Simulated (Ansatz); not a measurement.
# GaSiH4OF (SMILES [OH][GaH][SiH2]F) at wB97M-V/cc-pVDZ

Aim: the vertical ionisation energy of GaSiH4OF at wB97M-V/cc-pVDZ, from 2 runs. 

The calculation is run with Ansatz 0.2.0.

101 further runs of the same task are left out: 101 set aside as unsound or not needed. Runs told in other sessions of the task aren't counted.

## (1) Starting point

GaSiH4OF: 8 atoms, total charge 0, spin state singlet. SMILES: `[OH][GaH][SiH2]F`. The shape is that of a PBE0-D4/def2-TZVP optimisation. This is one conformer, not always the lowest.

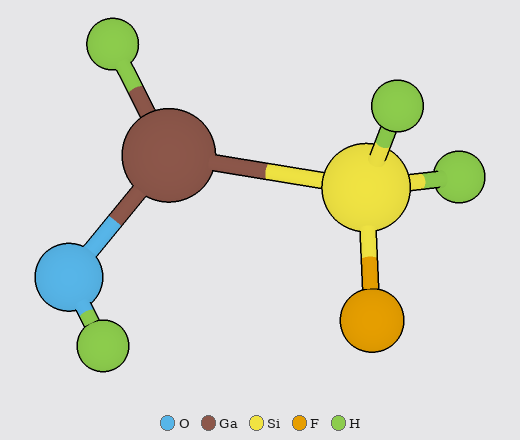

Viewed from a chosen angle; oxygen blue, gallium brown, silicon yellow, fluorine amber, hydrogen green.

## (2) The energy at wB97M-V/cc-pVDZ

Input file molecule.yaml:

```yaml
crystal:
  periodic: [false, false, false]
  atoms:
    - {symbol: O, position_ang: [-2.152600, 0.668300, 0.454500]}
    - {symbol: Ga, position_ang: [-0.411400, 1.077100, 0.391700]}
    - {symbol: Si, position_ang: [1.066700, -0.691400, -0.347100]}
    - {symbol: F, position_ang: [0.165400, -1.990600, -0.663200]}
    - {symbol: H, position_ang: [-2.350300, -0.231700, 0.185400]}
    - {symbol: H, position_ang: [-0.099500, 2.542900, 0.831400]}
    - {symbol: H, position_ang: [2.066800, -1.082700, 0.683500]}
    - {symbol: H, position_ang: [1.806900, -0.348800, -1.592100]}
basis:
  gaussian:
    orbitals: cc-pVDZ
hamiltonian:
  xc: {name: wB97M-V}
accuracy: high
output: {orbitals: {seedname: orbitals}}
```

Started as:

```console
$ ansatz run molecule.yaml --threads 1 --pin off --max-ram 2610MiB --events-out events.jsonl --progress --plain --runs-dir runs
```

Output:

```text
Warning: RAYON_NUM_THREADS=1 ignored (pool sized by the plan → 1); use --threads N
Functional definition: wB97M-V
  name "wB97M-V"
  parameter omega = 0.3/bohr
  parameter cx = 0.15
  parameter cx01 = 1.007
  parameter cx10 = 0.259
  parameter css00 = 0.443
  parameter css04 = -1.437
  parameter css10 = -4.535
  parameter css20 = -3.390
  parameter css43 = 4.278
  parameter cos00 = 1.000
  parameter cos10 = 1.358
  parameter cos20 = 2.924
  parameter cos21 = -8.812
  parameter cos60 = -1.390
  parameter cos61 = 9.142
  parameter b = 6.0
  parameter c = 0.01
  gx(w, u) = 1 - cx + cx01*u + cx10*w
  gss(w, u) = css00 + css04*u^4 + css10*w + css20*w^2 + css43*w^4*u^3
  gos(w, u) = cos00 + cos10*w + (cos20 + cos21*u)*w^2 + (cos60 + cos61*u)*w^6
  exchange = spin_sum(e_x_unif_sr(omega)*gx(b97_w, b97_u_x)) + cx*exact_x_sr(omega) + exact_x_lr(omega)
  correlation = spin_sum(e_c_pw_mod_same_spin*gss(b97_w, b97_u_same))
      + integral(e_c_pw_mod_opposite_spin*gos(b97_w_opposite, b97_u_opposite)) + vv10(b, c)
2087 factors; integrals over basis functions are off by at most 4.4e-9 eV
397 factors; integrals over basis functions are off by at most 2.5e-9 eV
mean field evaluation 1: about -65075.0853 eV, gradient 5.5e1 eV
mean field evaluation 2: about -65069.5648 eV, gradient 7.9e1 eV
mean field evaluation 4: about -65080.7024 eV, gradient 3.5e0 eV
mean field evaluation 8: about -65080.7995 eV, gradient 1.1e-1 eV
mean field evaluation 16: about -65080.7996 eV, gradient 2.0e-4 eV
mean field -65080.79961554 eV, -2391.6752725207 hartree, gradient 2.9e-8 eV, S^2 0.000000; 0 other end points of the search recorded, 0 dependent functions left out
reference -65080.79962079 eV, -2391.6752727137 hartree; 33, 33 occupied and 60, 60 virtual orbitals, 2087 factors
Total energy: -65080.79962079 eV, -2391.6752727137 hartree
```

Run time: 1.8 min. Hardware: 1 thread of Arm Neoverse V1, shared host; peak memory 0.67 GiB.

## (3) The doublet cation at the same level

Input file input.yaml:

```yaml
crystal:
  periodic: [false, false, false]
  atoms:
    - {symbol: O, position_ang: [-2.152600, 0.668300, 0.454500]}
    - {symbol: Ga, position_ang: [-0.411400, 1.077100, 0.391700]}
    - {symbol: Si, position_ang: [1.066700, -0.691400, -0.347100]}
    - {symbol: F, position_ang: [0.165400, -1.990600, -0.663200]}
    - {symbol: H, position_ang: [-2.350300, -0.231700, 0.185400]}
    - {symbol: H, position_ang: [-0.099500, 2.542900, 0.831400]}
    - {symbol: H, position_ang: [2.066800, -1.082700, 0.683500]}
    - {symbol: H, position_ang: [1.806900, -0.348800, -1.592100]}
basis:
  gaussian: {orbitals: cc-pVDZ}
total_charge: 1
accuracy: high
output: {orbitals: {seedname: orbitals}}
hamiltonian: {xc: {name: wB97M-V}}
magnetization: {spin_polarized: true, initial_magnetization: 1}
```

Started as:

```console
$ ansatz run input.yaml --threads 1 --pin off --max-ram 2610MiB --events-out events.jsonl --progress --plain --runs-dir runs
```

Output (excerpt; [...] marks lines left out):

```text
Warning: RAYON_NUM_THREADS=1 ignored (pool sized by the plan → 1); use --threads N
[... 2 set-up lines as earlier in the session ...]
[...]
  gx(w, u) = 1 - cx + cx01*u + cx10*w
  gss(w, u) = css00 + css04*u^4 + css10*w + css20*w^2 + css43*w^4*u^3
  gos(w, u) = cos00 + cos10*w + (cos20 + cos21*u)*w^2 + (cos60 + cos61*u)*w^6
[...]
      + integral(e_c_pw_mod_opposite_spin*gos(b97_w_opposite, b97_u_opposite)) + vv10(b, c)
2086 factors; integrals over basis functions are off by at most 4.4e-9 eV
397 factors; integrals over basis functions are off by at most 2.5e-9 eV
[...]
mean field -65070.90609815 eV, -2391.3116924629 hartree, gradient 8.2e-8 eV, S^2 0.757452; 2 other end points of the search recorded, 0 dependent functions left out
reference -65070.90610329 eV, -2391.3116926515 hartree; 33, 32 occupied and 60, 61 virtual orbitals, 2086 factors
Total energy: -65070.90610329 eV, -2391.3116926515 hartree
```

Run time: 3.9 min. Hardware: 1 thread of Arm Neoverse V1, shared host; peak memory 1.2 GiB.

## (4) What came out

At wB97M-V/cc-pVDZ:

| quantity | value |
| --- | --- |
| singlet GaSiH4OF: total energy | -2391.67527 Eh |
| singlet GaSiH4OF: HOMO energy | -9.65 eV |
| singlet GaSiH4OF: LUMO energy | 0.20 eV |
| singlet GaSiH4OF: HOMO–LUMO gap | 9.85 eV |
| doublet cation: total energy | -2391.31169 Eh |
| doublet cation: HOMO energy (highest over α and β) | -16.47 eV |
| doublet cation: LUMO energy (lowest over α and β) | -10.15 eV |
| doublet cation: ⟨S²⟩ | 0.757 |
| vertical ionisation energy (to the doublet cation) | 9.894 eV |

**Reading.** The vertical ionisation energy comes to 9.89 eV (955 kJ/mol). The negative HOMO energy of the first species, 9.65 eV, lies 0.24 eV below that difference.
